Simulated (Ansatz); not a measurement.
# Lu3InN4: complex band structure

Wanted: the relaxed cell of Lu3InN4, its band edges and its decay constants. It is built by putting Lu for Al, In for Ga in the Al3GaN4 structure of space group P-43m, with the volume rescaled by atomic radii. The parent structure comes from the Materials Project.

Method: PBEsol DFT, plane waves, PAW files, in the first sound run; inputs show where later runs differ, in Ansatz 0.2.0.

The structure was built from a prototype and need not be the compound's stable phase.

### 1. Set-up

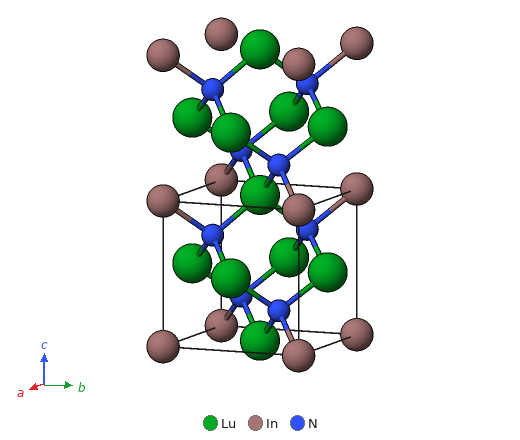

Start, viewed slightly off an axis; lutetium green, indium brown, nitrogen blue. 1×1×2 cells are drawn. Bonds to atoms that aren't drawn are left out. Some periodic images of atoms are drawn too.

As a file:

```cif
data_structure
_symmetry_space_group_name_H-M 'P-43m'
_symmetry_Int_Tables_number 215
_cell_length_a 5.2042
_cell_length_b 5.2042
_cell_length_c 5.2042
_cell_angle_alpha 90.000
_cell_angle_beta 90.000
_cell_angle_gamma 90.000
_cell_volume 140.95
loop_
_atom_site_label
_atom_site_type_symbol
_atom_site_symmetry_multiplicity
_atom_site_Wyckoff_symbol
_atom_site_fract_x
_atom_site_fract_y
_atom_site_fract_z
_atom_site_occupancy
Lu1 Lu 3 c 0.50000 0.50000 0.00000 1
In1 In 1 a 0.00000 0.00000 0.00000 1
N1 N 4 e 0.74416 0.74416 0.25584 1
```

### 2. Relaxing the new crystal

The substituted atoms don't fit the parent's cell, so cell and atoms relax together. A small smearing keeps the run stable in case the gap closes on the way.

The input, input.yaml:

```yaml
crystal:
  lattice:
    - [5.2042384595, 0.0, 0.0]
    - [0.0, 5.2042384595, 0.0]
    - [0.0, 0.0, 5.2042384595]
  atoms:
    - { symbol: Lu, position: [0.5, 0.5, 0.0] }
    - { symbol: Lu, position: [0.5, 0.0, 0.5] }
    - { symbol: Lu, position: [0.0, 0.5, 0.5] }
    - { symbol: In, position: [0.0, 0.0, 0.0] }
    - { symbol: "N", position: [0.74416343, 0.74416343, 0.25583657] }
    - { symbol: "N", position: [0.74416343, 0.25583657, 0.74416343] }
    - { symbol: "N", position: [0.25583657, 0.74416343, 0.74416343] }
    - { symbol: "N", position: [0.25583657, 0.25583657, 0.25583657] }
kpoints:
  mp_grid: { grid: [4, 4, 4] }
scf:
  occupations: { method: gaussian, width: 0.03 }
hamiltonian:
  xc: pbesol
output:
  forces: true
  stress: true
relax:
  f_tol: 0.02
  max_steps: 60
  cell: {}
```

The run is started by

```
$ ansatz run input.yaml --threads 2 --pin off --max-ram 4096MiB --backend cpu --events-out ev --progress --plain --runs-dir out
```

Numbers of over 12 decimals in the logs are rounded to 6 here.

What it wrote:

```text
Engine: ansatz 0.2.0, aarch64-unknown-linux-gnu
Pseudopotentials: kind: paw
Pseudopotential: Lu, paw, valence charge 25, recommended cutoff 420 eV (normal), Lu.paw.azcp
Pseudopotential: In, paw, valence charge 13, recommended cutoff 420 eV (normal), In.paw.azcp
Pseudopotential: N, paw, valence charge 5, recommended cutoff 420 eV (normal), N.paw.azcp
Functional definition: PBEsol
  exchange = pbesol_x
  correlation = pbesol_c
Crystal: 8 atoms, lattice volume = 140.952 Å³
Basis set: ecut = 420 eV, 2777 PW (Γ), exchange–correlation on 72×72×72 points (8 copies of the dense FFT grid, shifted against one another)
Bands: 65, of which v1, the nominal top of the filled ones, is band 54 counted from 1 (53 counted from 0)
Symmetry: 24 space group operations
Space group: P-43m (ITA 215), of the structure as read, at distance tolerance 5.2e-5 Å
k-points: 10 of 64 (time reversal used)
Non-local potential: Lu, projectors of the file, l = 0: 3, l = 1: 2, l = 2: 2, l = 3: 3
Non-local potential: In, projectors of the file, l = 0: 2, l = 1: 2, l = 2: 2, l = 3: 2
Non-local potential: N, projectors of the file, l = 0: 2, l = 1: 2, l = 2: 1
PAW form: soft (Blöchl's): semilocal exchange-correlation on the pseudo side does not see the compensation charge
PAW frozen core: Lu, regenerated for the run's functional, and the local potential with it (the file was generated under x = pbe(κ = 0.804, μ = 0.219515), c = pbe(β = 0.066725))
PAW frozen core: In, regenerated for the run's functional, and the local potential with it (the file was generated under x = pbe(κ = 0.804, μ = 0.219515), c = pbe(β = 0.066725))
PAW frozen core: N, regenerated for the run's functional, and the local potential with it (the file was generated under x = pbe(κ = 0.804, μ = 0.219515), c = pbe(β = 0.066725))
PAW one-centre angular grid: Lu, 590 points (default); XC on 64 Gauss nodes
PAW one-centre angular grid: In, 590 points (default); XC on 64 Gauss nodes
PAW one-centre angular grid: N, 110 points (default); XC on 64 Gauss nodes
Initial density: superposition of atomic densities (neutral atoms: chi_scale 0, normalization atom), corrected by the library's trained network
Initial wavefunctions: pseudopotential atomic-orbital guess
Functional: x = pbesol(κ = 0.804, μ = 0.123457), c = pbesol(β = 0.046)
SCF iter   1: F=—  HF=-50882.962173 eV  |F-HF|=—  |Δ(HF+E_count)|=         —  Δρ=1.33e-2  dr2=3.04e-1  ethr=1.77e-3  ⟨swp⟩=7.6  Hψ=2866  notcnv=0  defer=6
preconditioner: auto → Resta (q_TF=auto, 2.610 Å⁻¹)  ε∞=7.0  [insulator: Δε(μ)=0.812 eV  Ē_g=12.855 eV  σ=0.030 eV  W_gap=1.00  n_scr=32 (ndim 8)  ℏωp=31.6 eV  f_vac=0.036  D(μ)=0.00/eV (n_scr^D=0)  ε∞_Penn≈7.0]
SCF iter   2: F=—  HF=-50882.888296 eV  |F-HF|=—  |Δ(HF+E_count)|=   7.39e-2  Δρ=2.29e-3  dr2=6.73e-3  ethr=2.81e-4  ⟨swp⟩=3.6  Hψ=1402  notcnv=0  defer=63
SCF iter   3: F=—  HF=-50882.887707 eV  |F-HF|=—  |Δ(HF+E_count)|=   5.89e-4  Δρ=1.30e-3  dr2=3.07e-3  ethr=6.23e-6  ⟨swp⟩=2.3  Hψ=1083  notcnv=0  defer=65
SCF iter   4: F=—  HF=-50882.888198 eV  |F-HF|=—  |Δ(HF+E_count)|=   4.92e-4  Δρ=9.60e-4  dr2=1.24e-3  ethr=2.85e-6  ⟨swp⟩=2.4  Hψ=1151  notcnv=0  defer=65
SCF iter   5: F=—  HF=-50882.887301 eV  |F-HF|=—  |Δ(HF+E_count)|=   8.98e-4  Δρ=2.92e-4  dr2=2.07e-4  ethr=1.15e-6  ⟨swp⟩=2.3  Hψ=1257  notcnv=0  defer=65
SCF iter   6: F=—  HF=-50882.887300 eV  |F-HF|=—  |Δ(HF+E_count)|=   4.27e-7  Δρ=9.67e-5  dr2=1.64e-5  ethr=1.92e-7  ⟨swp⟩=2.0  Hψ=1037  notcnv=0  defer=65
SCF iter   7: F=—  HF=-50882.887334 eV  |F-HF|=—  |Δ(HF+E_count)|=   3.36e-5  Δρ=2.00e-5  dr2=6.18e-7  ethr=1.52e-8  ⟨swp⟩=2.1  Hψ=981  notcnv=0  defer=65
SCF iter   8: F=-50882.887334 eV  HF=-50882.887334 eV  |F-HF|=1.15e-8  |Δ(HF+E_count)|=   2.89e-7  Δρ=5.71e-6  dr2=4.93e-8  ethr=9.26e-11  ⟨swp⟩=6.8  Hψ=3640  notcnv=0
SCF 1 converged in 8 iterations: F = -50882.887334 eV  dr2 = 4.93e-8
  greatest PAW one-centre occupation: 0.998 electrons in one spin orbital (limit 2), on the Lu atom at site 0 (counted from 0), in its partial waves of l = 0
relax step   1: F+E_penalty+E_count = -50882.88733403 eV  Δ(F+E_penalty+E_count) = +0.000e0 eV  max|allowed force component| = 2.071e-1 eV/Å  Δτ_max = 0.0000 Å  P = -9.387 GPa  Ω = 140.952 Å³  (8 SCF iters, dr2 threshold 1.00e-7 eV, accepted)
Crystal: 8 atoms, lattice volume = 124.981 Å³
Basis set: ecut = 420 eV, 2469 PW (Γ), exchange–correlation on 72×72×72 points (8 copies of the dense FFT grid, shifted against one another)
Initial density: handed on by an earlier stage of this run
Initial wavefunctions: those handed on with the density
iter 1 solved again at ethr=4.89e-4 eV; its pass at ethr=3.10e-3 eV (dr2=5.28e-1 eV) is discarded
SCF iter   1: F=—  HF=-50883.424530 eV  |F-HF|=—  |Δ(HF+E_count)|=         —  Δρ=1.86e-2  dr2=5.31e-1  ethr=4.89e-4  ⟨swp⟩=2.1  Hψ=4487  notcnv=0
preconditioner: auto → Resta (q_TF=auto, 2.663 Å⁻¹)  ε∞=7.5  [insulator: Δε(μ)=1.593 eV  Ē_g=13.127 eV  σ=0.030 eV  W_gap=1.00  n_scr=32 (ndim 8)  ℏωp=33.5 eV  f_vac=0.001  D(μ)=0.00/eV (n_scr^D=0)  ε∞_Penn≈7.5]
SCF iter   2: F=—  HF=-50883.301990 eV  |F-HF|=—  |Δ(HF+E_count)|=   1.23e-1  Δρ=5.76e-3  dr2=7.27e-2  ethr=4.89e-4  ⟨swp⟩=4.0  Hψ=1312  notcnv=0
SCF iter   3: F=—  HF=-50883.287581 eV  |F-HF|=—  |Δ(HF+E_count)|=   1.44e-2  Δρ=3.46e-3  dr2=2.26e-2  ethr=6.73e-5  ⟨swp⟩=3.8  Hψ=1142  notcnv=0  defer=61
SCF iter   4: F=—  HF=-50883.285319 eV  |F-HF|=—  |Δ(HF+E_count)|=   2.26e-3  Δρ=2.01e-3  dr2=6.33e-3  ethr=2.09e-5  ⟨swp⟩=3.6  Hψ=1534  notcnv=0  defer=61
SCF iter   5: F=—  HF=-50883.280535 eV  |F-HF|=—  |Δ(HF+E_count)|=   4.78e-3  Δρ=7.35e-4  dr2=5.94e-4  ethr=5.86e-6  ⟨swp⟩=3.1  Hψ=1709  notcnv=0  defer=61
SCF iter   6: F=—  HF=-50883.280915 eV  |F-HF|=—  |Δ(HF+E_count)|=   3.80e-4  Δρ=2.08e-4  dr2=7.39e-5  ethr=5.50e-7  ⟨swp⟩=2.1  Hψ=1293  notcnv=0  defer=61
SCF iter   7: F=—  HF=-50883.280859 eV  |F-HF|=—  |Δ(HF+E_count)|=   5.59e-5  Δρ=5.52e-5  dr2=2.99e-6  ethr=6.84e-8  ⟨swp⟩=3.1  Hψ=1367  notcnv=0  defer=61
SCF iter   8: F=—  HF=-50883.280862 eV  |F-HF|=—  |Δ(HF+E_count)|=   3.44e-6  Δρ=4.27e-5  dr2=1.81e-6  ethr=7.41e-10  ⟨swp⟩=7.0  Hψ=3755  notcnv=0
SCF iter   9: F=-50883.280861 eV  HF=-50883.280862 eV  |F-HF|=5.26e-7  |Δ(HF+E_count)|=   9.48e-8  Δρ=1.83e-5  dr2=3.11e-7  ethr=7.41e-10  ⟨swp⟩=4.7  Hψ=3441  notcnv=0
SCF 2 converged in 9 iterations: F = -50883.280861 eV  dr2 = 3.11e-7
  greatest PAW one-centre occupation: 0.998 electrons in one spin orbital (limit 2), on the Lu atom at site 2 (counted from 0), in its partial waves of l = 0
relax step   2: F+E_penalty+E_count = -50883.28086142 eV  Δ(F+E_penalty+E_count) = -3.935e-1 eV  max|allowed force component| = 2.094e-2 eV/Å  Δτ_max = 0.0495 Å  P = +4.430 GPa  Ω = 124.981 Å³  energy of the carried Pulay correction = +3.537e-2 eV  (9 SCF iters, dr2 threshold 8.00e-7 eV, accepted)
Crystal: 8 atoms, lattice volume = 129.616 Å³
Basis set: ecut = 420 eV, 2517 PW (Γ), exchange–correlation on 72×72×72 points (8 copies of the dense FFT grid, shifted against one another)
iter 1 solved again at ethr=5.45e-5 eV; its pass at ethr=3.10e-3 eV (dr2=5.89e-2 eV) is discarded
SCF iter   1: F=—  HF=-50883.339142 eV  |F-HF|=—  |Δ(HF+E_count)|=         —  Δρ=5.92e-3  dr2=5.97e-2  ethr=5.45e-5  ⟨swp⟩=2.8  Hψ=3826  notcnv=0
preconditioner: auto → Resta (q_TF=auto, 2.647 Å⁻¹)  ε∞=7.3  [insulator: Δε(μ)=1.160 eV  Ē_g=13.073 eV  σ=0.030 eV  W_gap=1.00  n_scr=32 (ndim 8)  ℏωp=32.9 eV  f_vac=0.023  D(μ)=0.00/eV (n_scr^D=0)  ε∞_Penn≈7.3]
SCF iter   2: F=—  HF=-50883.325782 eV  |F-HF|=—  |Δ(HF+E_count)|=   1.34e-2  Δρ=1.74e-3  dr2=8.23e-3  ethr=5.45e-5  ⟨swp⟩=4.0  Hψ=1301  notcnv=0
SCF iter   3: F=—  HF=-50883.324196 eV  |F-HF|=—  |Δ(HF+E_count)|=   1.59e-3  Δρ=1.09e-3  dr2=2.65e-3  ethr=7.62e-6  ⟨swp⟩=3.0  Hψ=1030  notcnv=0
SCF iter   4: F=—  HF=-50883.323814 eV  |F-HF|=—  |Δ(HF+E_count)|=   3.82e-4  Δρ=5.91e-4  dr2=6.82e-4  ethr=2.45e-6  ⟨swp⟩=2.9  Hψ=1506  notcnv=0
SCF iter   5: F=—  HF=-50883.323414 eV  |F-HF|=—  |Δ(HF+E_count)|=   4.00e-4  Δρ=2.27e-4  dr2=6.41e-5  ethr=6.31e-7  ⟨swp⟩=3.6  Hψ=1688  notcnv=0  defer=3
SCF iter   6: F=—  HF=-50883.323577 eV  |F-HF|=—  |Δ(HF+E_count)|=   1.63e-4  Δρ=7.22e-5  dr2=9.48e-6  ethr=5.93e-8  ⟨swp⟩=2.1  Hψ=1226  notcnv=0  defer=3
SCF iter   7: F=-50883.323571 eV  HF=-50883.323571 eV  |F-HF|=9.08e-8  |Δ(HF+E_count)|=   5.70e-6  Δρ=1.52e-5  dr2=2.63e-7  ethr=7.41e-10  ⟨swp⟩=5.4  Hψ=4316  notcnv=0
SCF 3 converged in 7 iterations: F = -50883.323571 eV  dr2 = 2.63e-7
relax step   3: F+E_penalty+E_count = -50883.32357132 eV  Δ(F+E_penalty+E_count) = -4.271e-2 eV  max|allowed force component| = 2.227e-2 eV/Å  Δτ_max = 0.0087 Å  P = -0.578 GPa  Ω = 129.616 Å³  energy of the carried Pulay correction = +2.468e-2 eV  (7 SCF iters, dr2 threshold 8.00e-7 eV, accepted)
[...]
relax step   4: F+E_penalty+E_count = -50883.32617185 eV  Δ(F+E_penalty+E_count) = -2.601e-3 eV  max|allowed force component| = 6.849e-4 eV/Å  Δτ_max = 0.0030 Å  P = -0.030 GPa  Ω = 129.049 Å³  energy of the carried Pulay correction = +2.596e-2 eV  (5 SCF iters, dr2 threshold 8.00e-7 eV, accepted)
[...]
relax step   5: F+E_penalty+E_count = -50883.30763472 eV  Δ(F+E_penalty+E_count) = +1.854e-2 eV  max|allowed force component| = 9.145e-4 eV/Å  Δτ_max = 0.0000 Å  P = -0.235 GPa  Ω = 129.049 Å³  stress off target by 2.35e-1 GPa  SCF on the basis re-selected at this cell (its energy is not comparable with the rows above)  (9 SCF iters)
[...]
relax step   6: F+E_penalty+E_count = -50883.30835586 eV  Δ(F+E_penalty+E_count) = -7.211e-4 eV  max|allowed force component| = 1.616e-4 eV/Å  Δτ_max = 0.0003 Å  P = +0.002 GPa  Ω = 128.816 Å³  energy of the carried Pulay correction = +5.510e-4 eV  (6 SCF iters, dr2 threshold 1.38e-7 eV, accepted)
iter 1 solved again at ethr=1.12e-7 eV; its pass at ethr=3.10e-3 eV (dr2=1.21e-4 eV) is discarded
SCF iter   1: F=—  HF=-50883.307855 eV  |F-HF|=—  |Δ(HF+E_count)|=         —  Δρ=6.97e-6  dr2=1.70e-8  ethr=1.12e-7  ⟨swp⟩=5.5  Hψ=6247  notcnv=0
eigensolver tolerance schedule: the retry pair's looser diagonalisation over-reported the residual by 7119.78 of it (diagonalisation noise at 0.35 of the residual, at the tolerance the schedule requests for it); recorded, not acted on — ethr = c·dr2/N_el stays at c = 1.0e-1
preconditioner: auto → Resta (q_TF=auto, 2.649 Å⁻¹)  ε∞=7.4  [insulator: Δε(μ)=1.257 eV  Ē_g=13.075 eV  σ=0.030 eV  W_gap=1.00  n_scr=32 (ndim 8)  ℏωp=33.0 eV  f_vac=0.014  D(μ)=0.00/eV (n_scr^D=0)  ε∞_Penn≈7.4]
SCF iter   2: F=—  HF=-50883.308002 eV  |F-HF|=—  |Δ(HF+E_count)|=   1.47e-4  Δρ=4.91e-6  dr2=1.80e-8  ethr=1.57e-11  ⟨swp⟩=4.8  Hψ=2392  notcnv=0
SCF iter   3: F=—  HF=-50883.308002 eV  |F-HF|=—  |Δ(HF+E_count)|=   5.59e-9  Δρ=3.00e-6  dr2=5.03e-9  ethr=1.57e-11  ⟨swp⟩=3.1  Hψ=1321  notcnv=0
SCF iter   4: F=—  HF=-50883.308002 eV  |F-HF|=—  |Δ(HF+E_count)|=   4.06e-9  Δρ=1.10e-6  dr2=1.24e-9  ethr=4.66e-12  ⟨swp⟩=2.0  Hψ=1179  notcnv=0
SCF iter   5: F=—  HF=-50883.308002 eV  |F-HF|=—  |Δ(HF+E_count)|=  2.76e-10  Δρ=3.45e-7  dr2=2.11e-10  ethr=1.15e-12  ⟨swp⟩=2.2  Hψ=1175  notcnv=0
SCF iter   6: F=-50883.308002 eV  HF=-50883.308002 eV  |F-HF|=7.28e-12  |Δ(HF+E_count)|=  5.09e-11  Δρ=1.66e-7  dr2=3.46e-11  ethr=1.00e-12  ⟨swp⟩=6.4  Hψ=3442  notcnv=0
SCF 7 converged in 6 iterations: F = -50883.308002 eV  dr2 = 3.46e-11
relax step   7: F+E_penalty+E_count = -50883.30800202 eV  Δ(F+E_penalty+E_count) = +3.538e-4 eV  max|allowed force component| = 1.597e-4 eV/Å  Δτ_max = 0.0000 Å  P = -0.001 GPa  Ω = 128.816 Å³  stress off target by 1.35e-3 GPa  SCF on the basis re-selected at this cell (its energy is not comparable with the rows above)  (6 SCF iters)
basis re-selected at this cell: Δ(F+E_penalty+E_count) = +3.538e-4 eV, ΔP = -0.003 GPa vs the last step (what re-selecting the basis moved, of the pressure what is left beyond the Pulay correction that the steps carried, after the strain that the cell walked since its last selection, with what the two solves' SCF thresholds leave and, on support functions, any second-order correction that the steps lacked; it is no m [...]
SCF converged after 6 iterations
Free energy (F): -50883.308002 eV
Harris-Foulkes:  -50883.308002 eV  (|F-HF|=7.28e-12)
Internal energy: -50883.308002 eV  (E = F + TS)
E sigma→0 (E₀):  -50883.308002 eV
Fermi energy:    12.002934 eV
--- Per-component energies (eV) ---
  E_band       = 116.088379
  E_kinetic    = 2034.623932
  E_local      = -22531.920535  (includes V_loc(G=0)·N_el)
  E_nonlocal   = 2295.286339
  E_hartree    = 9420.014551
  E_xc         = -1106.154076
  E_vxc        = -1183.470280  (∫ρ·V_xc dr)
  E_paw        = -26342.771044  (= ΣΔE_a)
  E_vpaw       = 661.539980  (= ΣTr[D̂ρ^β])
  E_aug_tail   = 0.000494  (compensation charges beyond the density's cutoff)
  E_ewald      = -14656.312463
  E_core_change = 3.924801  (= ΣΔE_core)
  E_smearing   = -0.000000  (= −TS)
  E_closure    = -0.000000  (closes the sum)
  Σ components = -50883.308002   (vs F -50883.308002, Δ=0.00e0)
--- Forces (eV/Å), atoms counted from 1 ---
  atom   1  Lu    -0.00000000    -0.00000000    -0.00000000
  atom   2  Lu     0.00000000     0.00000000    -0.00000000
  atom   3  Lu    -0.00000000    -0.00000000    -0.00000000
  atom   4  In    -0.00000000    -0.00000000    -0.00000000
  atom   5  N     -0.00015968    -0.00015968     0.00015968
  atom   6  N     -0.00015968     0.00015968    -0.00015968
  atom   7  N      0.00015968    -0.00015968    -0.00015968
  atom   8  N      0.00015968     0.00015968     0.00015968
  max |Σ_I F_I| component: 5.66e-17 eV/Å
--- Stress (GPa, compression-positive) ---
       -0.001346       0.000000      -0.000000
        0.000000      -0.001346       0.000000
       -0.000000       0.000000      -0.001346
  P = ⅓ Tr σ = -0.0013 GPa (-0.013 kbar)
--- Relaxed structure (5 steps of the walk, 5 accepted, 2 SCFs on fresh bases) ---
  F+E_penalty+E_count = -50883.30800202 eV   max|allowed force component| = 1.597e-4 eV/Å   (the final SCF, on the basis selected at the relaxed cell)
  cell:  # Å, volume = 128.8164 Å³
    - [5.050376, 0, 0]
    - [0, 5.050376, 0]
    - [0, 0, 5.050376]
  atoms:
    - { symbol: Lu, position: [0.5, 0.5, 1.0481633812071316e-19] }
    - { symbol: Lu, position: [0.5, -2.2460643883009906e-19, 0.5] }
    - { symbol: Lu, position: [0, 0.5, 0.5] }
    - { symbol: In, position: [0, -2.2460643883009906e-19, 1.0481633812071275e-19] }
    - { symbol: N, position: [0.749061, 0.749061, 0.250939] }
    - { symbol: N, position: [0.749061, 0.250939, 0.749061] }
    - { symbol: N, position: [0.250939, 0.749061, 0.749061] }
    - { symbol: N, position: [0.250939, 0.250939, 0.250939] }
```

The job ended after 35 s (2 threads of Arm Neoverse V2, shared host; peak memory 0.44 GiB; 69 s of CPU time).

Relaxation path:

```tsv
step	energy less that of the first step (eV)	largest force component (eV/Å)	pressure (GPa)	volume (Å³)
1	0.0000	0.2071	-9.39	140.95
2	-0.3935	0.0209	4.43	124.98
3	-0.4362	0.0223	-0.58	129.62
4	-0.4388	0.0007	-0.03	129.05
5*	-0.4203	0.0009	-0.23	129.05
6	-0.4210	0.0002	0.00	128.82
7*	-0.4207	0.0002	0.00	128.82
```

Relaxation steps marked * repeat the geometry before them on a plane-wave basis chosen anew for their cell, so energy and pressure can jump there.

The run keeps the 24 symmetry operations that it works with, so distortions that break them were not tested.

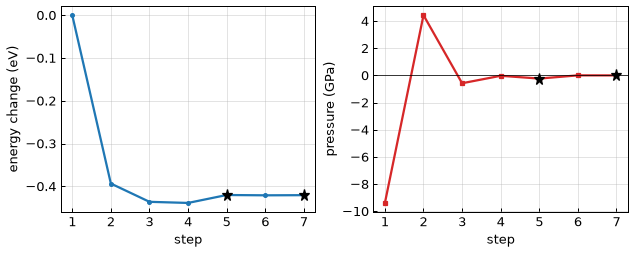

Energy and pressure along the relaxation. Stars mark steps on a basis chosen anew.

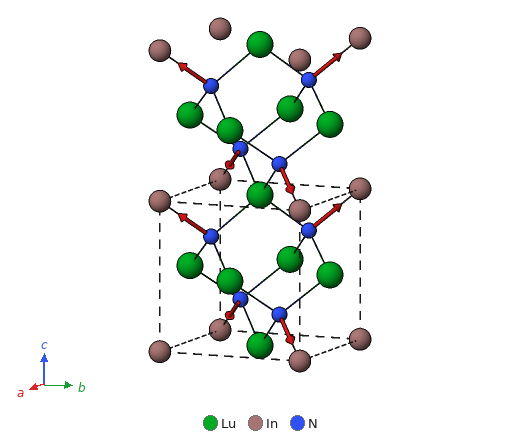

Displacements in the relaxation, exaggerated, measured against the changing cell; the longest in the cell stands for 0.04 Å. Bonds to atoms that aren't drawn are left out. 1×1×2 cells are drawn. Some periodic images of atoms are drawn too.

```tsv
conventional cell, symmetrised	before	after	change
a (Å)	5.204	5.050	-3.0 %
b (Å)	5.204	5.050	-3.0 %
c (Å)	5.204	5.050	-3.0 %
volume (Å³/atom)	17.62	16.10	-8.6 %
```

The atoms that moved most (Å, as changes of fractional coordinates times the final cell):

```tsv
atom	dx	dy	dz	length
N7	-0.025	0.025	0.025	0.043
N8	-0.025	-0.025	-0.025	0.043
N5	0.025	0.025	-0.025	0.043
N6	0.025	-0.025	0.025	0.043
```

Final coordinates:

```
Lu In N
1.0
     5.05038    0.00000    0.00000
     0.00000    5.05038    0.00000
     0.00000    0.00000    5.05038
Lu In N
3 1 4
Direct
  0.50000 0.50000 0.00000
  0.50000 0.00000 0.50000
  0.00000 0.50000 0.50000
  0.00000 0.00000 0.00000
  0.74906 0.74906 0.25094
  0.74906 0.25094 0.74906
  0.25094 0.74906 0.74906
  0.25094 0.25094 0.25094
```

Numbers from this step:

```yaml
free_energy: -50883.3080 eV
fermi_energy: 12.00 eV
pressure: -0.001346 GPa
```

The largest force component on a free atom ends at 1.6e-4 eV/Å.

(Continued in part 2 of 3.)

[Logs are printed without paths, hosts, clocks, repeated set-up lines and the standing remarks that a program may print on its own settings, such as how far it seeks lower states.]

[Hosts, paths, dates, database ids (printed as entryN), source tags and the programs' standing remarks are cut or masked in the printed files.]
